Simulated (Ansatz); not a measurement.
# Fields on a plane of YOF (space group R-3m)

```
CELL_PARAMETERS angstrom
      1.88710     1.08951     6.27280
     -1.88710     1.08951     6.27280
      0.00000    -2.17903     6.27280
ATOMIC_POSITIONS crystal
  Y  0.74126 0.74126 0.74126
  Y  0.25874 0.25874 0.25874
  O  0.62153 0.62153 0.62153
  O  0.37847 0.37847 0.37847
  F  0.13015 0.13015 0.13015
  F  0.86985 0.86985 0.86985
```

The slice is a (1 -1 0 2) plane (indices of the conventional cell) through the point (0.870, 0.870, 0.870) (fractional), spanned by u = [1 0 -1] and v = [010] in vectors of this cell: u (3.77 Å) and v (6.64 Å, at 90° to u). It covers one period; positions are fractions (u, v).

Atoms on it: O at (0.50, 0.52), 0.1 Å off the plane; F at (0.00, 0.00). Other atoms lie within 1 Å of the plane.

Calculation: PBEsol (plane waves to 420 eV, PAW, scalar-relativistic; Ansatz, an electronic-structure program). k mesh 10×10×10. Near the nuclei the fields are pseudised (PAW); where an atom keeps semicore shells as valence, they peak there. YOF is run without spin polarisation. YOF was relaxed with its symmetry unable to fall.

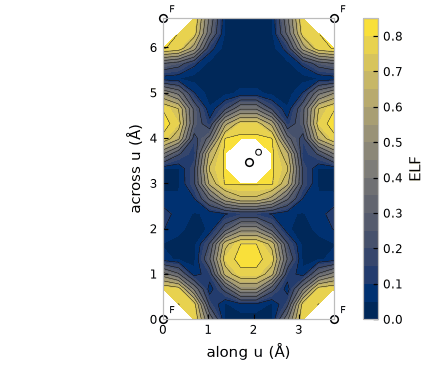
Figure: Electron localisation function (ELF), one period of the plane, atoms marked. Points within 0.4 Å of a nucleus are left white, as the pseudised field means little there.

```
|xxxxxx999988889999xxxx|
|xxxx8899999999999988xx|
|5566778899999999887766|
|0011446688999988664411|
|0000004488999988440000|
|xx00003377999977330000|
|xxxx002277xxxx772200xx|
|xx000033xxxxxxxx330000|
|000011xxxxxxxxxxxx1100|
|113366xxxxxxxxxxxx6633|
|66778888xxxxxxxx888877|
|8888888866xxxx66888888|
|9999775522000022557799|
|9988551100000000115588|
|8877440000xxxx00004477|
|88773300xxxxxxxx003377|
|7777440000xxxx00004477|
|xxxx5522000000002255xx|
|xxxxxx552200002255xxxx|
|xxxxxx776655556677xxxx|
```
Scale: ten equal steps from 1.00 (start of '0') to 9.48 (end of '9'), in the order '0123456789'. Values: electrostatic potential energy of an electron, from the cell's mean, in eV. The map has 11 points along u (two characters each, u = 0 at the left) and 20 along v (v = 0 in the bottom row). Points within 0.9 Å of a nucleus are blanked (x), as the pseudised field means little there. Values under 1 eV are set to 1. The zero, the cell's mean, hangs on the PAW cores.
